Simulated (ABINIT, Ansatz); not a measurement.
# Lattice dynamics of TbAl (Pm-3m) in two programs, part 3 of 3

Aim: the phonon dispersion of TbAl (Pm-3m), checked by a second program.

ABINIT 10.8.3; DFT PBEsol, scalar-relativistic, plane waves, PseudoDojo norm-conserving, 4f in core pseudopotentials (the lanthanide files made for PBE).

So far, highest frequency (cm⁻¹): step 7 (dispersion) 262. The relaxed cell has a = 3.567 Å (conventional setting).

### Step 8. Sums over the zone

Sums over the zone need many more wavevectors than were solved, so the interpolation is sampled on a dense mesh.

anaddb.abi reads:

```
ddb_filepath "all_DDB"
output_file "anaddb.abo"
outdata_prefix "anaddb"
ifcflag 1
ngqpt 2 2 2
nqshft 1
q1shft 0.0 0.0 0.0
asr 1
chneut 0
dipdip 0
dipquad 0
quadquad 0
prtdos 2
ng2qpt 13 13 13
dosdeltae 4.5563e-06
ntemper 11
temperinc 100.0
tempermin 0.0
```

Started as:

```
OMP_NUM_THREADS=1 anaddb anaddb.abi > anaddb.log
```

Numbers of over 12 decimals in the logs are rounded to 6 here.

anaddb.abo, the main output file:

```text
-outvars_anaddb: echo values of input variables ----------------------

 Flags :
     ifcflag         1
 Miscellaneous information :
         asr         1
      chneut         0
 Interatomic Force Constants Inputs :
      dipdip         0
     dipquad         0
    quadquad         0
      ifcana         0
      ifcout         0
 Description of grid 1 :
        brav         1
       ngqpt         2         2         2
      nqshft         1
      q1shft
                     0.00000000E+00  0.00000000E+00  0.00000000E+00
 Phonon DOS information :
   dosdeltae  4.55630000E-06
    dossmear  4.55633525E-06
 Description of grid 2 (Fourier interp. or BZ sampling):
      ng2qpt        13        13        13
      ngrids         4
      q2shft         0.00000000E+00  0.00000000E+00  0.00000000E+00

================================================================================

 read the DDB information and perform some checks

  ==== Info on the Cryst% object ====
 Real(R)+Recip(G) space primitive vectors, cartesian coordinates (Bohr,Bohr^-1):
 R(1)=  6.7406094  0.0000000  0.0000000  G(1)=  0.1483545  0.0000000  0.0000000
 R(2)=  0.0000000  6.7406094  0.0000000  G(2)=  0.0000000  0.1483545  0.0000000
 R(3)=  0.0000000  0.0000000  6.7406094  G(3)=  0.0000000  0.0000000  0.1483545
 Unit cell volume ucvol=  3.0626509E+02 bohr^3
 Angles (23,13,12)=  9.00000000E+01  9.00000000E+01  9.00000000E+01 degrees
 Time-reversal symmetry is present
 Reduced atomic positions [iatom, xred, symbol]:
    1)    0.5000000  0.5000000  0.5000000  Tb
    2)    0.0000000  0.0000000  0.0000000  Al

 DDB file with 4 blocks has been read.

================================================================================

 Calculation of the interatomic forces

       Homogeneous q point set in the B.Z.
 Grid q points  :        8
  1)   0.00000000E+00  0.00000000E+00  0.00000000E+00
  2)   5.00000000E-01  0.00000000E+00  0.00000000E+00
  3)   0.00000000E+00  5.00000000E-01  0.00000000E+00
  4)   5.00000000E-01  5.00000000E-01  0.00000000E+00
  5)   0.00000000E+00  0.00000000E+00  5.00000000E-01
  6)   5.00000000E-01  0.00000000E+00  5.00000000E-01
  7)   0.00000000E+00  5.00000000E-01  5.00000000E-01
  8)   5.00000000E-01  5.00000000E-01  5.00000000E-01

 The interatomic forces have been obtained

================================================================================

 Calculation of phonon density of states

 Average speed of sound partial sums:     0.1301107831E-02 (at units)
-                                   =           2.8464 [km/s]

 Debye frequency from partial sums:     0.7523693892E-03 (Ha)
-                                 =     0.4950352772E+01 (THz)
-Debye temperature from partial sums:     0.2375794625E+03 (K)

 Average speed of sound:     0.1224922523E-02 (at units)
-                      =           2.6798 [km/s]

 Debye frequency from DOS:     0.7083150131E-03 (Ha)
-                        =     0.4660488902E+01 (THz)
-Debye temperature from DOS:     0.2236681908E+03 (K)

-
```

Elapsed: 0.58 s, on 1 thread of Arm Neoverse V2, shared host.

This step gave:

```
share of modes beyond 3i cm⁻¹ on the dense interpolated mesh : 0
zero-point energy per atom                                   : 29.47 meV
heat capacity at 300 K                                       : 23.50 J/(mol atoms K)
vibrational entropy at 300 K                                 : 37.00 J/(mol atoms K)
```

The phonon density of states has structure finer than the step of the table below, so its rows give means over 20 cm⁻¹, whole bins alone (the curve runs from -30 to 292 cm⁻¹). Peaks (cm⁻¹: height): 54.0: 0.0470, 74.0: 0.0593, 96.0: 0.0535, 226.0: 0.0866, 258.0: 0.0781.

Tetrahedra. The phonon density of states by wavenumber; means over each step:

```
wavenumber (cm⁻¹)  phonon density of states (1/cm⁻¹/cell)
              -20                                       0
                0                                  2.3e-5
               20                                 0.00183
               40                                  0.0173
               60                                  0.0342
               80                                  0.0474
              100                                  0.0407
              120                                 0.00819
              140                                       0
              160                                       0
              180                                       0
              200                                       0
              220                                  0.0353
              240                                  0.0727
              260                                  0.0413
              280                                       0
```

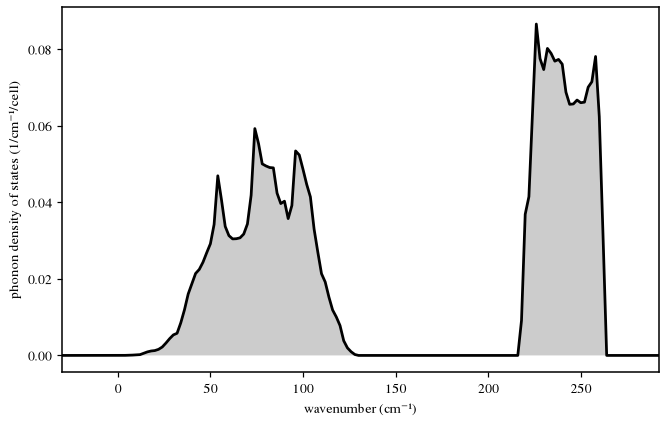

Phonon density of states against wavenumber.

Harmonic thermodynamic functions per atom, summed over the density of states scaled to three modes an atom; melting is ignored. Thermodynamic functions:

```csv
T (K),F_vib (meV/atom),S (J/mol-atom/K),C_V (J/mol-atom/K)
0,29.47,0,0
50,28.49,5.651,8.997
100,23.28,14.31,16.23
200,1.01,27.76,21.92
300,-32.81,37,23.5
400,-74.87,43.86,24.11
500,-123.2,49.27,24.4
600,-176.7,53.74,24.57
700,-234.4,57.53,24.66
800,-295.8,60.83,24.73
900,-360.3,63.74,24.77
1000,-427.8,66.36,24.81
```

At 300 K the heat capacity has reached 94 % of the Dulong-Petit value.

### Step 9. Cross-check with Ansatz

A second program on the same cell, potentials, cutoff and meshes tests the implementation of the phonon response, not its convergence.

This step: DFT PBEsol, scalar-relativistic, plane waves, norm-conserving pseudopotentials, 4f in core (Ansatz 0.2.0).

input.yaml reads:

```yaml
crystal:
  lattice:
    - [3.5669769051, 0.0, 0.0]
    - [0.0, 3.5669769051, 0.0]
    - [0.0, 0.0, 3.5669769051]
  atoms:
    - { symbol: Tb, position: [0.5, 0.5, 0.5] }
    - { symbol: Al, position: [0.0, 0.0, 0.0] }
kpoints:
  mp_grid: { grid: [10, 10, 10] }
hamiltonian:
  xc: pbesol
  pseudopotentials:
    kind: nc
    azcp: { Tb: "pseudopotentials/pbe/nc/lanthanide_3plus/Tb.nc.azcp" }
    accuracy: standard
scf:
  occupations: { method: methfessel_paxton, width: 0.27211 }
output:
  eigenvalues: true
basis:
  ecutwfc: 571.439
phonons:
  method: dfpt
  qmesh: [2, 2, 2]
  temperatures: { t_max: 1000, t_step: 50 }
  qpath:
    path:
      - [[0.0, 0.0, 0.0], [0.0, 0.5, 0.0], [0.5, 0.5, 0.0], [0.0, 0.0, 0.0], [0.5, 0.5, 0.5], [0.0, 0.5, 0.0]]
      - [[0.5, 0.5, 0.5], [0.5, 0.5, 0.0]]
    npoints: 10
```

Started as:

```
ansatz run input.yaml --threads 4 --pin off --max-ram 8192MiB --backend cpu --events-out ev --progress --plain --runs-dir out
```

The program printed:

```text
Warning: basis.ecutwfc = 571.439 eV is below the records' recommended 680.284656 eV, and the density's cutoff is lower with it unless basis.ecutrho_ratio is high enough to keep the records' density cutoff: compare with a run at a higher cutoff
Warning: <dir> the record states the generating functional pbe (its physics header spells it `PBE`), which answers neither for hamiltonian.xc's functional nor for the pbesol family's — results may be inconsistent (PPs are generated against a specific XC)
Engine: ansatz 0.2.0, aarch64-unknown-linux-gnu
Pseudopotentials: kind: nc
Pseudopotential: Tb, nc, valence charge 11, recommended cutoff 680.284656 eV (normal), <dir>
Pseudopotential: Al, nc, valence charge 3, recommended cutoff 544.227725 eV (normal), Al.nc.azcp (PseudoDojo's, or run here from an input of PseudoDojo's; its table is named by hamiltonian.pseudopotentials.accuracy)
Functional definition: PBEsol
  exchange = pbesol_x
  correlation = pbesol_c
Crystal: 2 atoms, lattice volume = 45.384 Å³
Basis set: ecut = 571.439 eV, 1365 PW (Γ), exchange–correlation on 60×60×60 points (8 copies of the dense FFT grid, shifted against one another)
Bands: 11, of which v1, the nominal top of the filled ones, is band 7 counted from 1 (6 counted from 0)
Symmetry: 48 space group operations
k-points: 56 of 1000
Non-local potential: Tb, projectors of the file, l = 0: 2, l = 1: 2, l = 2: 2, l = 3: 1
Non-local potential: Al, projectors of the file, l = 0: 2, l = 1: 2, l = 2: 2
Initial density: superposition of atomic densities (chi_scale 0.1, normalization cell)
Initial wavefunctions: pseudopotential atomic-orbital guess
Functional: x = pbesol(κ = 0.804, μ = 0.123457), c = pbesol(β = 0.046)
SCF iter   1: F=—  HF=-1221.816963 eV  |F-HF|=—  |Δ(HF+E_count)|=         —  Δρ=1.75e-2  dr2=1.77e-1  ethr=3.10e-3  ⟨swp⟩=5.8  Hψ=3912  notcnv=0
preconditioner: auto → none  [metal: Δε(μ)=0.049 eV  Ē_g=5.437 eV  σ=0.272 eV  W_gap=0.15  n_scr=6 (ndim 8)  ℏωp=13.5 eV  f_vac=0.000  D(μ)=0.70/eV (n_scr^D=0)  sad-step TF]
SCF iter   2: F=—  HF=-1221.777995 eV  |F-HF|=—  |Δ(HF+E_count)|=   3.90e-2  S|Δr|=    0.00e0  Δρ=1.10e-2  dr2=7.18e-2  ethr=1.27e-3  ⟨swp⟩=1.4  Hψ=1094  notcnv=0
SCF iter   3: F=—  HF=-1221.752277 eV  |F-HF|=—  |Δ(HF+E_count)|=   2.57e-2  S|Δr|=    0.00e0  Δρ=7.62e-4  dr2=3.92e-4  ethr=5.13e-4  ⟨swp⟩=2.8  Hψ=974  notcnv=0
SCF iter   4: F=—  HF=-1221.752127 eV  |F-HF|=—  |Δ(HF+E_count)|=   1.50e-4  S|Δr|=    0.00e0  Δρ=2.63e-4  dr2=4.33e-5  ethr=2.80e-6  ⟨swp⟩=3.2  Hψ=1194  notcnv=0
SCF iter   5: F=—  HF=-1221.752114 eV  |F-HF|=—  |Δ(HF+E_count)|=   1.36e-5  S|Δr|=    0.00e0  Δρ=7.87e-5  dr2=7.44e-7  ethr=3.09e-7  ⟨swp⟩=2.1  Hψ=790  notcnv=0
SCF iter   6: F=—  HF=-1221.752114 eV  |F-HF|=—  |Δ(HF+E_count)|=   4.40e-7  S|Δr|=    0.00e0  Δρ=6.08e-6  dr2=5.17e-9  ethr=5.32e-9  ⟨swp⟩=2.3  Hψ=974  notcnv=0
SCF iter   7: F=—  HF=-1221.752114 eV  |F-HF|=—  |Δ(HF+E_count)|=   3.38e-9  S|Δr|=    0.00e0  Δρ=8.90e-7  dr2=1.47e-10  ethr=3.70e-11  ⟨swp⟩=2.5  Hψ=993  notcnv=0
SCF iter   8: F=-1221.752114 eV  HF=-1221.752114 eV  |F-HF|=9.09e-13  |Δ(HF+E_count)|=  7.50e-12  S|Δr|=    0.00e0  Δρ=5.03e-8  dr2=1.05e-12  ethr=1.00e-12  ⟨swp⟩=8.1  Hψ=3843  notcnv=0
SCF 1 converged in 8 iterations: F = -1221.752114 eV  dr2 = 1.05e-12
Initial density: read from a saved state, or passed on in memory by an earlier SCF of this step, an earlier step, the calling program or the single point that the run made first
iter 1 solved again at ethr=5.81e-8 eV; its pass at ethr=3.10e-3 eV (dr2=8.14e-6 eV) is discarded
SCF iter   1: F=—  HF=-1221.752115 eV  |F-HF|=—  |Δ(HF+E_count)|=         —  Δρ=4.09e-7  dr2=6.37e-11  ethr=5.81e-8  ⟨swp⟩=4.6  Hψ=6415  notcnv=0
eigensolver tolerance schedule: the retry pair's looser diagonalisation over-reported the residual by 127801.33 of it (diagonalisation noise at an unbounded share of the residual, at the tolerance the schedule requests for it); recorded, not acted on — ethr = c·dr2/N_el stays at c = 1.0e-1
preconditioner: auto → none  [metal: Δε(μ)=0.039 eV  Ē_g=5.363 eV  σ=0.272 eV  W_gap=0.12  n_scr=6 (ndim 8)  ℏωp=13.5 eV  f_vac=0.000  D(μ)=0.71/eV (n_scr^D=0)]
SCF iter   2: F=—  HF=-1221.752114 eV  |F-HF|=—  |Δ(HF+E_count)|=   5.98e-7  S|Δr|=    0.00e0  Δρ=2.85e-7  dr2=4.50e-11  ethr=1.00e-12  ⟨swp⟩=4.1  Hψ=1711  notcnv=0
SCF iter   3: F=—  HF=-1221.752114 eV  |F-HF|=—  |Δ(HF+E_count)|=  1.55e-11  S|Δr|=    0.00e0  Δρ=1.55e-7  dr2=1.01e-11  ethr=1.00e-12  ⟨swp⟩=1.0  Hψ=616  notcnv=0
SCF iter   4: F=-1221.752114 eV  HF=-1221.752114 eV  |F-HF|=3.18e-12  |Δ(HF+E_count)|=  2.50e-12  S|Δr|=    0.00e0  Δρ=9.85e-8  dr2=3.51e-12  ethr=1.00e-12  ⟨swp⟩=3.5  Hψ=1800  notcnv=0
SCF 2 converged in 4 iterations: F = -1221.752114 eV  dr2 = 3.51e-12
phonons: the bands overlap, so this run is a metal and interpolates without the dipole-dipole term. If the crystal is really an insulator or semiconductor, its LO-TO splitting is missing
NSCF: frozen V_eff on 56 k-points
WARN: eigensolver did not converge in 14 slots of this pass, the one above among them; of largest residual over every band (k=19): 1 band(s) unlocked (lowest unlocked band 10, counted from 0; max residual 9.24e-2 eV among the unlocked bands, 9.24e-2 eV over every band); of lowest unlocked band (k=5): band 10
NSCF: frozen V_eff on 126 k-points
DFPT response loops at q = (0, 0, 0) (fractional): preconditioner auto → Kerker (q_TF=auto, 2.243 Å⁻¹) (partly filled bands, converged f_vac=0.000); β = 1.00, the filter's whole step (`scf.mixing.beta` (0.50) is not read by the response loops under this deck's `scf.mixing.preconditioner`; to damp them name `kerker` or `kerker_dos`, under which they read `scf.mixing.beta`, and type it under 1.00, their step now; both keys bind the ground state too); Broyden in place of MSR1
NSCF: frozen V_eff on 432 k-points
DFPT response loops at q = (0, 0, -0.5) (fractional): mixed as the last ones told, above
NSCF: frozen V_eff on 432 k-points
DFPT response loops at q = (0, -0.5, -0.5) (fractional): mixed as the last ones told, above
NSCF: frozen V_eff on 252 k-points
DFPT response loops at q = (-0.5, -0.5, -0.5) (fractional): mixed as the last ones told, above
SCF converged after 8 iterations
Stability not checked: this state was not tested for a lower state beside it, because cold or Methfessel-Paxton smearing, or corrected tetrahedra, fill the levels in a way that the test cannot read (fill_not_monotonic; see scf.lower_state_search)
Free energy (F): -1221.752114 eV
Harris-Foulkes:  -1221.752114 eV  (|F-HF|=9.09e-13)
Internal energy: -1221.753567 eV  (E = F + TS)
E sigma→0 (E₀):  -1221.752478 eV
Entropy (-TS):   0.001453 eV (0.726 meV/atom)
Fermi energy:    10.144232 eV
--- Per-component energies (eV) ---
  E_band       = -100.302994
  E_kinetic    = 303.976466
  E_local      = -573.695894  (includes V_loc(G=0)·N_el)
  E_nonlocal   = 43.103415
  E_hartree    = 176.602660
  E_xc         = -320.398665
  E_vxc        = -226.892284  (∫ρ·V_xc dr)
  E_ewald      = -851.341551
  E_smearing   = 0.001453  (= −TS)
  E_closure    = 0.000000  (closes the sum)
  Σ components = -1221.752114   (vs F -1221.752114, Δ=0.00e0)
--- Band table (eV; the first three rows and the last of 56) ---
  k-point 0: bands = [... 3 lower, -12.0251, 2.2668, 9.2210, 9.2210, 13.6288, 13.6288, 13.6288, 14.3590]
  k-point 1: bands = [... 3 lower, -12.0210, 2.4232, 9.1738, 9.3018, 12.9583, 12.9583, 13.3325, 14.4061]
  k-point 2: bands = [... 3 lower, -12.0108, 2.8734, 8.7992, 9.5315, 12.1320, 12.1320, 13.1889, 14.5345]
  k-point 55: bands = [... 3 lower, -12.3394, 7.2890, 7.2890, 7.2890, 8.6726, 14.3292, 14.3292, 14.3292]
--- Phonons (Γ-DFPT): 2 representative perturbations + reference (Σ response iterations 5) ---
  ASR residual: 3.541e-5 → 0.000e0 eV/Å²; symmetrization residual: 8.275e-7 eV/Å²
  ASR residual per site (eV/Å²): 3.54e-5 1.07e-6
  Γ frequencies (cm⁻¹): 0.00 0.00 0.00 224.83 224.83 224.83
--- Phonons (arbitrary-q DFPT): 4 irreducible q on the 2×2×2 mesh ---
  q = [0.0000, 0.0000, 0.0000] (star 1, of the zone-centre solve; hermiticity 3.86e-7, symmetrization 8.70e-15): -0.00 0.00 0.00 224.83 224.83 224.83
  q = [0.0000, 0.0000, -0.5000] (star 3, 4 solved perturbations in 684 linear systems a pass and spin channel, the states on 216 of 1000 k-point pairs; hermiticity 2.46e-14, symmetrization 9.59e-14, the responses' own estimated error 2.3e-4 eV/Å²): 84.26 84.26 129.39 221.39 221.39 228.13
  q = [0.0000, -0.5000, -0.5000] (star 3, 4 solved perturbations in 684 linear systems a pass and spin channel, the states on 216 of 1000 k-point pairs; hermiticity 1.17e-6, symmetrization 5.03e-14, the responses' own estimated error 2.3e-4 eV/Å²): 30.86 30.86 69.71 239.40 259.54 259.54
  q = [-0.5000, -0.5000, -0.5000] (star 1, 2 solved perturbations on 126 of 1000 k-point pairs; hermiticity 6.52e-14, symmetrization 8.63e-14, the responses' own estimated error 1.1e-4 eV/Å²): 122.95 122.95 122.95 262.02 262.02 262.02
  sum rule: each row above includes the acoustic sum rule's correction from the zone centre's row sums; it moved no ω² by more than (0.25 cm⁻¹)²
  mesh force constants: q→R imaginary residual 3.11e-17; ASR residual 3.541e-5 → 0.000e0 eV/Å²; symmetrization residual 7.105e-15 eV/Å²
  interpolated dispersion: 62 rows × 6 modes
  density of states and harmonic sums: on the 18×18×18 q-mesh, interpolated from the force constants of a 2×2×2 supercell (no non-analytic term)
  largest difference from the sums on the solved wave vectors: F 5.90e-2 eV, S 9.13e-5 and C_V 3.23e-5 eV/K
  zero-point energy: 0.058975 eV/cell   skipped modes (ω ≤ 0): 3   left out of the sums: 8.57e-5 of the cell's modes: C_V's classical limit lies that fraction below 3 k_B per atom; for a crystal, a wire or a layer, F and S can be off by more, and a phonons.interpolated_qmesh denser along its periods is the remedy for the sampling
```

Run time: 24 s. Hardware: 4 threads; peak memory 0.69 GiB.

This step gave:

```yaml
sum_rule_residual_before_enforcement: 3.54e-5 eV/Å²
mean_frequency: 158.6 cm⁻¹
debye_temperature_second_moment: 333 K
logarithmic_mean_frequency: 132.4 cm⁻¹
lowest_mode_on_the_q_mesh_acoustic_ones_at_the_zone_centre_apart: 30.86 cm⁻¹
zero_point_energy_per_atom: 29.49 meV
vibrational_entropy_at_300_k: 37.02 J/(mol atoms K)
```

### Step 10. The two compared: ABINIT PseudoDojo and Ansatz, PseudoDojo

Worked out from the results:

- root-mean-square difference: 0.03 cm⁻¹
- largest difference: 0.08 cm⁻¹
- root-mean-square difference on the path: 0 cm⁻¹
- largest difference on the path: 0.1 cm⁻¹

The interpolated bands of the two lie on top of each other.

At the solved wavevectors the largest difference (acoustic modes at Γ apart) is 0.03 % of the highest mode.

### Step 11. Summary of results

```
space group after relaxation                                       : Pm-3m
volume per atom                                                    : 22.7 Å³
highest optical zone-centre mode (no LO-TO term)                   : 224.8 cm⁻¹
q mesh                                                             : 2×2×2
lowest mode on the q mesh (acoustic ones at the zone centre apart) : 30.8 cm⁻¹
zero-point energy per atom                                         : 29.5 meV
heat capacity at 300 K                                             : 23.5 J/(mol atoms K)
vibrational entropy at 300 K                                       : 37.0 J/(mol atoms K)
imaginary modes on the q mesh                                      : none
largest difference from Ansatz, PseudoDojo                         : 0.08 cm⁻¹
```

What this shows: TbAl (Pm-3m) is dynamically stable on the 2×2×2 mesh; its spectrum reaches 262 cm⁻¹. At the PBEsol level the optical modes of TbAl (Pm-3m) at the zone centre lie at 225 cm⁻¹. The base run prints -0.45 GPa, mostly the error of a finite basis; the relaxation, with a smoothed and higher cutoff, had brought the cell to rest. ABINIT PseudoDojo and Ansatz, PseudoDojo agree to 0.08 cm⁻¹ (0.03 % of the highest mode compared) on all solved modes but the acoustic ones at Γ, without the LO-TO term. These are harmonic frequencies at zero temperature: anharmonic shifts and linewidths and thermal expansion are left out. Spin-orbit coupling is left out, which can matter for the heavy elements here. In a metal the frequencies hang on the k mesh and the smearing, most of all near Kohn anomalies. The 4f electrons are frozen in the core as for a trivalent ion, in files made for PBE, so their moments and any magnetic order are left out. Ansatz warns that the cutoff lies 16 % under the one recommended for these files; agreement at one cutoff is not convergence. The q mesh stands for a supercell only 7.1 Å across, so branches between the solved wavevectors are rough. The structure comes from a database by way of an earlier relaxation and need not be the phase that is stable at ambient conditions.

[Host names and launcher messages were left out of these logs when they were recorded.]

[Logs are printed without paths, hosts, clocks, repeated set-up lines and the standing remarks that a program may print on its own settings, such as how far it seeks lower states.]

[Hosts, paths, dates, database ids (printed as entryN), source tags and the programs' standing remarks are cut or masked in the printed files.]
